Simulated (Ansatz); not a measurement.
# CH7BO2S: molecular dynamics, part 1 of 2

Aim: let a guess near a reaction's saddle point go and see which way it falls. Runs: 150 steps of 0.5 fs at constant energy, with velocities drawn for 100 K; 150 steps of 0.5 fs at constant energy, with velocities drawn for 1000 K. Reaction type: exchange4.

Program: Ansatz 0.2.0. Level of theory: UKS PBE0-D4/6-31G. These are calculated values, not measurements.

## Step 1: The system as given

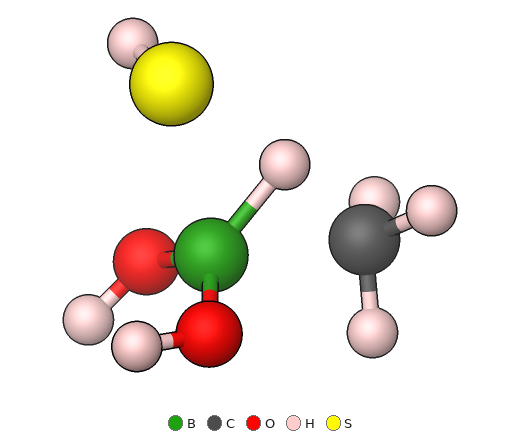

The starting structure, seen from a chosen angle (boron green, carbon dark grey, oxygen red, hydrogen pink, sulfur yellow).

Coordinates:

```xyz
12

B    -0.3346   -0.1023   -0.3270
C     0.2664    0.0511    1.4270
O     0.0598   -1.3450   -0.7863
O    -1.6212    0.3835   -0.3415
H     0.6512    0.6493    0.2259
S     0.9461    1.3433   -1.4035
H     1.1277   -0.5721    1.6340
H     0.3323    1.0002    1.9522
H    -0.6277   -0.4467    1.7852
H    -0.6015   -1.8385   -1.2657
H    -2.0493    0.4538   -1.1928
H     1.8508    0.4234   -1.7074
```

## Step 2: Run 1

150 steps of 0.5 fs at constant energy, with velocities drawn for 100 K.

Input file input.yaml:

```yaml
crystal:
  periodic: [false, false, false]
  atoms:
    - { symbol: B, position_ang: [-0.3346, -0.1023, -0.327] }
    - { symbol: C, position_ang: [0.2664, 0.0511, 1.427] }
    - { symbol: O, position_ang: [0.0598, -1.345, -0.7863] }
    - { symbol: O, position_ang: [-1.6212, 0.3835, -0.3415] }
    - { symbol: H, position_ang: [0.6512, 0.6493, 0.2259] }
    - { symbol: S, position_ang: [0.9461, 1.3433, -1.4035] }
    - { symbol: H, position_ang: [1.1277, -0.5721, 1.634] }
    - { symbol: H, position_ang: [0.3323, 1.0002, 1.9522] }
    - { symbol: H, position_ang: [-0.6277, -0.4467, 1.7852] }
    - { symbol: H, position_ang: [-0.6015, -1.8385, -1.2657] }
    - { symbol: H, position_ang: [-2.0493, 0.4538, -1.1928] }
    - { symbol: H, position_ang: [1.8508, 0.4234, -1.7074] }
magnetization:
  spin_polarized: true
basis:
  gaussian: { orbitals: "6-31G" }
hamiltonian:
  xc: pbe0
  dispersion: d4
md:
  timestep: 0.5
  n_steps: 150
  ensemble: nve
  temperature: 100.0
  initial_velocities: maxwell_boltzmann
  seed: 799553
```

Command:

```bash
$ ansatz run input.yaml --threads 1 --pin off --max-ram 2048MiB --backend cpu --events-out ev --progress --plain --runs-dir out
```

Output, cut to the lines that bear on the results:

```text
Warning: RAYON_NUM_THREADS=1 ignored (pool sized by the plan → 1); use --threads N
[...]
Functional definition: PBE0
[...]
841 factors; integrals over basis functions are off by at most 1.7e-4 eV
[...]
mean field -16744.02727217 eV, -615.3316527430 hartree, gradient 3.0e-5 eV, S^2 0.000000; 0 other end points of the search recorded, 0 dependent functions left out
[...]
reference -16744.02729300 eV, -615.3316535084 hartree; 25, 25 occupied and 38, 38 virtual orbitals, 841 factors
md step     0: t =     0.00 fs  T =   100.0 K  F+E_penalty+E_count = -16744.22877781 eV  E_kin = 0.129260 eV  conserved = -16744.09951781 eV  (28 SCF iters)
[...]
md step    18: t =     9.00 fs  T =   232.2 K  F+E_penalty+E_count = -16744.40042703 eV  E_kin = 0.300079 eV  conserved = -16744.10034826 eV  (28 SCF iters, 3 dispersion substeps)
[...]
md step    36: t =    18.00 fs  T =   516.8 K  F+E_penalty+E_count = -16744.76732613 eV  E_kin = 0.668048 eV  conserved = -16744.09927810 eV  (28 SCF iters, 3 dispersion substeps)
[...]
md step    54: t =    27.00 fs  T =  1071.6 K  F+E_penalty+E_count = -16745.48523542 eV  E_kin = 1.385120 eV  conserved = -16744.10011585 eV  (28 SCF iters, 3 dispersion substeps)
[...]
md step    70: t =    35.00 fs  T =  1637.3 K  F+E_penalty+E_count = -16746.21823420 eV  E_kin = 2.116391 eV  conserved = -16744.10184298 eV  (32 SCF iters, 3 dispersion substeps)
md step    71: t =    35.50 fs  T =  1672.0 K  F+E_penalty+E_count = -16746.26398649 eV  E_kin = 2.161261 eV  conserved = -16744.10272565 eV  (32 SCF iters, 3 dispersion substeps)
```

## Step 3: The log goes on: dynamics from the start

Output, continued, cut to the lines that bear on the results:

```text
md step    72: t =    36.00 fs  T =  1682.3 K  F+E_penalty+E_count = -16746.27742345 eV  E_kin = 2.174568 eV  conserved = -16744.10285535 eV  (28 SCF iters, 3 dispersion substeps)
[...]
md step    91: t =    45.50 fs  T =  1381.2 K  F+E_penalty+E_count = -16745.88642147 eV  E_kin = 1.785316 eV  conserved = -16744.10110568 eV  (28 SCF iters, 3 dispersion substeps)
[...]
md step   110: t =    55.00 fs  T =  1300.6 K  F+E_penalty+E_count = -16745.78036573 eV  E_kin = 1.681139 eV  conserved = -16744.09922686 eV  (32 SCF iters, 3 dispersion substeps)
[...]
md step   129: t =    64.50 fs  T =  1782.4 K  F+E_penalty+E_count = -16746.40463477 eV  E_kin = 2.303887 eV  conserved = -16744.10074805 eV  (28 SCF iters, 3 dispersion substeps)
[...]
Atom 2 at     0.039594    -1.348118    -1.109782 Å, force     0.002262     0.083817     0.595045 eV/Å
Atom 3 at    -1.604253     0.475436    -0.659317 Å, force    -0.839675    -0.651626     0.005482 eV/Å
Atom 4 at     1.300503     0.290704     2.615098 Å, force     1.602365     1.030379    -0.963925 eV/Å
Atom 5 at     0.849745     1.363707    -1.740265 Å, force    -0.663760    -1.590404     0.962336 eV/Å
Atom 6 at     0.880445    -0.880498     3.827675 Å, force    -0.150033     0.095954    -0.093463 eV/Å
Atom 7 at    -0.049875     0.669016     3.726618 Å, force     0.546490    -0.803735    -0.730601 eV/Å
Atom 8 at    -0.170146    -0.590826     2.409880 Å, force    -0.199374     0.014336     0.086015 eV/Å
Atom 9 at    -0.264957    -2.269364    -0.913842 Å, force    -0.150993     1.629456    -0.001217 eV/Å
Atom 10 at    -2.095423     1.238870    -1.039208 Å, force     1.029429    -0.625921     0.484802 eV/Å
Atom 11 at     1.908468     0.510085    -1.585587 Å, force     0.355865     0.149695    -0.282200 eV/Å
Dipole moment:    -0.331157    -0.450879     0.097942 e Å
```

Run time: 23 min. Hardware: 1 thread of Arm Neoverse N1, shared host; peak memory 0.2 GiB.

## Step 4: What the atoms did

One step in 8; energies are changes from step 0:

```
time (fs)  T (K)  potential energy change (meV/atom)  total energy change (meV/atom)  B1–S6 (Å)  H5–C2 (Å)  B1–C2 (Å)
      0.0    100                                 0.0                            0.00       2.21       1.40       1.86
      4.0    141                                -4.5                           -0.03       2.23       1.34       1.86
      8.0    211                               -12.0                           -0.05       2.22       1.17       1.85
     12.0    302                               -21.8                           -0.01       2.18       1.07       1.86
     16.0    498                               -42.9                           -0.08       2.11       1.20       1.94
     20.0    665                               -61.0                           -0.11       2.02       1.14       2.05
     24.0    832                               -78.9                           -0.03       1.94       1.02       2.20
     28.0   1125                              -110.4                           -0.01       1.88       1.17       2.41
     32.0   1517                              -152.9                           -0.23       1.86       1.05       2.61
     36.0   1682                              -170.7                           -0.28       1.85       1.09       2.84
     40.0   1459                              -146.4                           -0.01       1.85       1.17       3.06
     44.0   1357                              -135.3                            0.08       1.83       1.01       3.25
     48.0   1341                              -133.7                           -0.06       1.79       1.16       3.44
     52.0   1375                              -137.5                           -0.15       1.77       1.11       3.59
     56.0   1339                              -133.6                           -0.10       1.77       1.04       3.71
     60.0   1461                              -146.6                            0.01       1.81       1.18       3.82
     64.0   1795                              -182.8                           -0.19       1.87       1.05       3.92
     68.0   1845                              -188.2                           -0.21       1.94       1.10       4.02
     72.0   1636                              -165.5                           -0.05       1.99       1.15       4.13
     75.0   1512                              -152.2                           -0.08       2.01       1.04       4.21
```

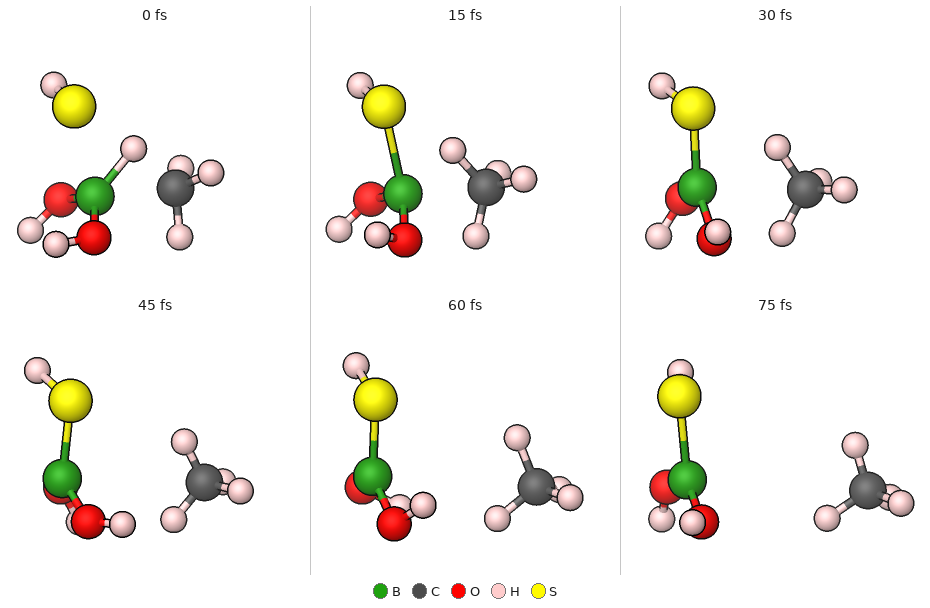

The system at six times, viewed from a chosen angle. Sticks join atoms within a bonding distance in each frame.

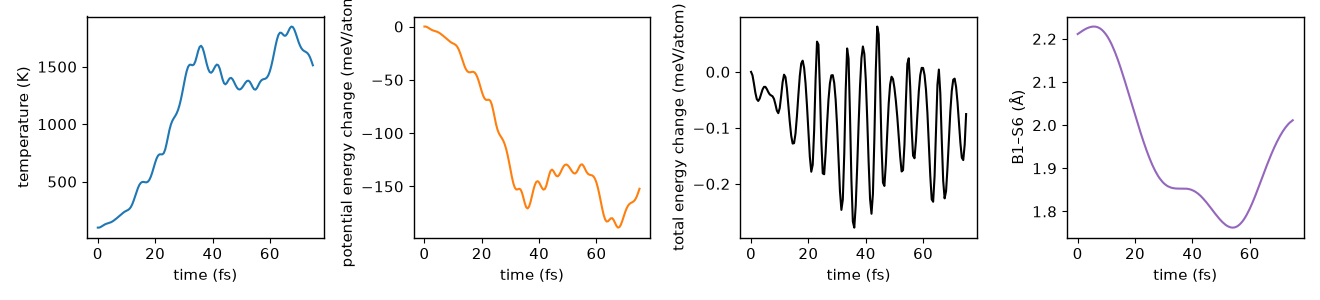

Time series of the run, each on its own scale.

Bonds that form or break, judged by distance (formed within 1.15 times the sum of covalent radii and held on average over 12 fs, broken when stretched by half; pairs already stretched at the start don't count as bonds):

```
time (fs)   bond  event
      8.0  C2–H5  forms
     16.5  B1–S6  forms
```

## Step 5: Frames from the trajectory

Positions (Å) and forces (eV/Å):

```xyz
12
time_fs=9.5 T=240 dE=-0.1824
B    -0.339   -0.103   -0.325    1.093    1.229   -2.395
C     0.272    0.072    1.411    0.051   -0.872    1.672
O     0.069   -1.339   -0.794    0.394   -0.541    0.702
O    -1.625    0.365   -0.331   -0.799   -0.161    1.216
H     0.710    0.538    0.511    0.120    0.414   -1.412
S     0.945    1.339   -1.405   -0.176   -0.512    0.121
H     1.091   -0.586    1.692   -0.054   -0.041    0.328
H     0.249    1.014    1.937   -0.047    0.257    0.652
H    -0.675   -0.423    1.611   -0.083   -0.025   -0.140
H    -0.584   -1.844   -1.283   -0.279   -0.347   -0.205
H    -2.073    0.697   -1.103    0.012    0.350   -0.566
H     1.876    0.368   -1.751   -0.231    0.248    0.028
12
time_fs=19.0 T=581 dE=-0.6220
B    -0.275   -0.031   -0.473   -0.879   -0.343   -1.444
C     0.282    0.077    1.467    0.111   -0.560   -0.016
O     0.084   -1.370   -0.782    0.114    0.930    0.356
O    -1.677    0.354   -0.298    1.893   -0.057   -0.853
H     0.743    0.545    0.487   -0.296   -0.667    1.794
S     0.936    1.329   -1.405    0.079   -0.942   -0.668
H     1.024   -0.615    1.886   -0.138    0.112   -0.349
H     0.157    0.942    2.095   -0.047    0.577    0.223
H    -0.707   -0.410    1.404    0.569    0.037    0.389
H    -0.550   -1.913   -1.269   -0.192    0.037    0.140
H    -1.887    1.012   -0.984   -0.464    0.158    0.132
H     1.870    0.346   -1.839   -0.750    0.720    0.296
12
time_fs=28.0 T=1125 dE=-1.3254
B    -0.275    0.022   -0.726   -1.770   -1.133    0.498
C     0.286    0.066    1.613    1.563   -0.694   -0.468
O     0.101   -1.360   -0.758   -0.559    1.643   -0.820
O    -1.648    0.352   -0.313    2.220    0.098   -1.734
H     0.914    0.507    0.726   -1.574   -0.951    1.813
S     0.915    1.310   -1.410   -0.730    0.392   -0.366
H     0.985   -0.684    2.039   -0.331    0.523    0.220
H     0.075    0.894    2.269    0.010    0.264    0.501
H    -0.653   -0.478    1.391    0.758    0.569    0.032
H    -0.605   -1.940   -1.103    0.077   -0.053    0.385
H    -1.909    1.249   -0.606   -0.152   -0.255    0.224
H     1.767    0.402   -1.917    0.488   -0.403   -0.285
12
time_fs=37.5 T=1576 dE=-1.9088
B    -0.380    0.011   -0.973    1.702    0.044    1.021
C     0.326    0.025    1.868    0.956    0.123   -1.049
O     0.089   -1.276   -0.773   -0.805   -0.793   -1.268
O    -1.529    0.362   -0.408   -2.177   -0.134    0.274
H     0.935    0.477    0.997   -0.740   -0.706    1.829
S     0.883    1.288   -1.428   -0.606    0.604   -0.423
H     0.934   -0.681    2.453   -0.090   -0.041   -0.468
H     0.026    0.792    2.565   -0.266    0.565    0.131
H    -0.550   -0.455    1.407    0.366    0.030    0.649
H    -0.591   -1.979   -0.622    0.590    0.619    0.094
H    -1.947    1.151   -0.058    0.373    0.183   -0.469
H     1.738    0.450   -2.021    0.697   -0.495   -0.321
12
time_fs=47.0 T=1391 dE=-1.6705
B    -0.385    0.000   -1.134    0.463    0.885    2.143
C     0.373   -0.011    2.176    0.471    0.076   -0.626
O     0.054   -1.224   -0.852    0.809   -2.950   -0.132
O    -1.509    0.375   -0.498   -2.195    0.638    0.847
H     1.089    0.469    1.470   -0.662   -0.485    0.227
S     0.849    1.272   -1.466    1.367    0.664   -1.767
H     0.903   -0.758    2.757    0.169    0.025    0.374
H    -0.058    0.759    2.794   -0.037    0.309    0.594
H    -0.457   -0.520    1.686    0.049    0.090   -0.355
H    -0.316   -1.716   -0.082   -0.042    0.386   -1.001
H    -1.670    1.077    0.156    0.186   -0.087   -0.851
H     1.847    0.499   -2.099   -0.577    0.448    0.545
12
time_fs=56.0 T=1339 dE=-1.6029
B    -0.345    0.027   -1.147   -1.305   -1.124    1.375
C     0.413   -0.047    2.482   -0.765   -0.143    1.238
O     0.055   -1.285   -0.953   -0.031    0.125    0.458
O    -1.585    0.402   -0.556    1.527    0.732    0.300
H     1.127    0.375    1.853    1.459    1.060   -1.122
S     0.836    1.282   -1.537    1.446    1.441   -1.310
H     0.900   -0.752    3.131    0.202   -0.597    0.266
H    -0.048    0.705    3.122   -0.126    0.136   -0.179
H    -0.320   -0.528    1.871   -0.811   -0.432   -0.196
H    -0.151   -1.408    0.008   -0.099   -0.999   -0.678
H    -1.408    1.221   -0.024   -0.957   -0.291   -0.521
H     1.934    0.563   -2.006   -0.540    0.093    0.369
12
time_fs=65.5 T=1770 dE=-2.1584
B    -0.377   -0.003   -1.057    0.638    0.079   -0.148
C     0.464   -0.088    2.807   -2.369   -0.129    2.005
O     0.060   -1.347   -1.054   -0.681    0.874    1.515
O    -1.608    0.443   -0.613    0.269    0.595    0.337
H     1.197    0.370    2.266    2.224    1.168   -1.752
S     0.846    1.328   -1.639   -1.171    0.051    0.139
H     0.874   -0.830    3.475    0.179   -0.186    0.340
H    -0.068    0.703    3.378    0.325   -0.514   -0.058
H    -0.276   -0.550    2.182   -0.382   -0.336   -0.590
H    -0.134   -1.827   -0.195   -0.031    0.314   -1.315
H    -1.732    1.423   -0.466    0.133   -1.317   -0.325
H     1.903    0.533   -1.774    0.867   -0.600   -0.146
12
time_fs=75.0 T=1512 dE=-1.8265
B    -0.378   -0.038   -0.984    0.277    1.001   -1.722
C     0.498   -0.120    3.133   -1.809   -0.333    1.659
O     0.040   -1.348   -1.110    0.002    0.084    0.595
O    -1.604    0.475   -0.659   -0.840   -0.652    0.005
H     1.300    0.291    2.615    1.602    1.030   -0.964
S     0.850    1.364   -1.740   -0.664   -1.590    0.962
H     0.880   -0.880    3.828   -0.150    0.096   -0.093
H    -0.050    0.669    3.727    0.546   -0.804   -0.731
H    -0.170   -0.591    2.410   -0.199    0.014    0.086
H    -0.265   -2.269   -0.914   -0.151    1.629   -0.001
H    -2.095    1.239   -1.039    1.029   -0.626    0.485
H     1.909    0.510   -1.586    0.356    0.150   -0.282
```

Reading of run 1. At the last frame the bonds meant to form are there and those meant to break are gone: it fell to the products. The temperature starts at 100 K and averages 1517 K in the second half, where it ranges from 1301 to 1849 K; the start was no minimum (force components up to 1.1 eV/Å), and the potential energy that it sheds (153 meV/atom) turns into motion, which in so few atoms is no thermal temperature. The total energy strays from its start by at most 0.28 meV/atom, 0.2 % of the mean kinetic energy, which is good for a step of 0.5 fs. Bonds change: the first event comes at 8.0 fs (C2–H5 forms). By that distance rule the pieces at the end are BH3O2S + CH4; a long dative bond can count as broken.

## Step 6: Run 2

150 steps of 0.5 fs at constant energy, with velocities drawn for 1000 K.

Edit input.yaml of step 2 so:

```diff
@@ -26,4 +26,4 @@
   ensemble: nve
-  temperature: 100.0
+  temperature: 1000.0
   initial_velocities: maxwell_boltzmann
-  seed: 799553
+  seed: 306886
```

Command:

```bash
$ ansatz run input.yaml --threads 1 --pin off --max-ram 2048MiB --backend cpu --events-out ev --progress --plain --runs-dir out
```

Output, cut to the lines that bear on the results:

```text
Warning: RAYON_NUM_THREADS=1 ignored (pool sized by the plan → 1); use --threads N
[...]
[... 1 set-up line as earlier in the session ...]
[...]
841 factors; integrals over basis functions are off by at most 1.7e-4 eV
[...]
mean field -16744.02727217 eV, -615.3316527430 hartree, gradient 3.0e-5 eV, S^2 0.000000; 0 other end points of the search recorded, 0 dependent functions left out
[...]
reference -16744.02729300 eV, -615.3316535084 hartree; 25, 25 occupied and 38, 38 virtual orbitals, 841 factors
md step     0: t =     0.00 fs  T =  1000.0 K  F+E_penalty+E_count = -16744.22877781 eV  E_kin = 1.292600 eV  conserved = -16742.93617782 eV  (28 SCF iters)
[...]
md step    19: t =     9.50 fs  T =   467.2 K  F+E_penalty+E_count = -16743.53435597 eV  E_kin = 0.603961 eV  conserved = -16742.93039489 eV  (33 SCF iters, 3 dispersion substeps)
[...]
md step    38: t =    19.00 fs  T =  1014.7 K  F+E_penalty+E_count = -16744.24170008 eV  E_kin = 1.311596 eV  conserved = -16742.93010364 eV  (32 SCF iters, 3 dispersion substeps)
[...]
md step    57: t =    28.50 fs  T =  2155.9 K  F+E_penalty+E_count = -16745.71843716 eV  E_kin = 2.786668 eV  conserved = -16742.93176949 eV  (32 SCF iters, 3 dispersion substeps)
[...]
md step    74: t =    37.00 fs  T =  2069.2 K  F+E_penalty+E_count = -16745.60811707 eV  E_kin = 2.674712 eV  conserved = -16742.93340497 eV  (33 SCF iters, 3 dispersion substeps)
md step    75: t =    37.50 fs  T =  2007.0 K  F+E_penalty+E_count = -16745.52725002 eV  E_kin = 2.594251 eV  conserved = -16742.93299908 eV  (33 SCF iters, 3 dispersion substeps)
```

## Step 7: More of the same log: dynamics from the start

The log, continued, cut to the lines that bear on the results:

```text
md step    76: t =    38.00 fs  T =  1929.0 K  F+E_penalty+E_count = -16745.42597506 eV  E_kin = 2.493422 eV  conserved = -16742.93255302 eV  (33 SCF iters, 3 dispersion substeps)
[...]
md step    94: t =    47.00 fs  T =  1211.1 K  F+E_penalty+E_count = -16744.49904585 eV  E_kin = 1.565439 eV  conserved = -16742.93360689 eV  (29 SCF iters, 3 dispersion substeps)
[...]
md step   112: t =    56.00 fs  T =  1666.4 K  F+E_penalty+E_count = -16745.08329183 eV  E_kin = 2.153967 eV  conserved = -16742.92932449 eV  (29 SCF iters, 3 dispersion substeps)
[...]
md step   130: t =    65.00 fs  T =  2341.3 K  F+E_penalty+E_count = -16745.96291989 eV  E_kin = 3.026398 eV  conserved = -16742.93652199 eV  (33 SCF iters, 3 dispersion substeps)
[...]
Atom 2 at     0.060865    -1.400562    -1.016801 Å, force    -1.946510     0.623016     0.485636 eV/Å
Atom 3 at    -1.693577     0.530409    -0.801600 Å, force    -0.869709    -0.976467     0.873841 eV/Å
Atom 4 at     0.610724     1.149627     2.889112 Å, force    -0.551006     2.096059    -0.372558 eV/Å
Atom 5 at     0.834924     1.295955    -1.684268 Å, force    -0.040292    -3.163995     2.033666 eV/Å
Atom 6 at     1.781880    -0.085564     2.949754 Å, force    -0.024505    -0.231720    -0.027775 eV/Å
Atom 7 at     0.293945    -0.226468     3.908029 Å, force    -0.101861    -0.109402    -0.157236 eV/Å
Atom 8 at     0.238528    -0.425748     2.083224 Å, force     0.371385     0.654698     0.941920 eV/Å
Atom 9 at    -0.574030    -2.123487    -1.292298 Å, force     0.763116     0.796502     0.598557 eV/Å
Atom 10 at    -2.637159     0.277885    -0.600747 Å, force     1.610526    -0.134824    -0.148829 eV/Å
Atom 11 at     1.715969     0.166503    -1.405349 Å, force    -0.157311     1.526803    -0.715748 eV/Å
Dipole moment:    -0.781480    -0.770978     0.255712 e Å
```

Run time: 23 min. Hardware: 1 thread of Arm Neoverse N1, shared host; peak memory 0.2 GiB.

(Continued in part 2 of 2.)
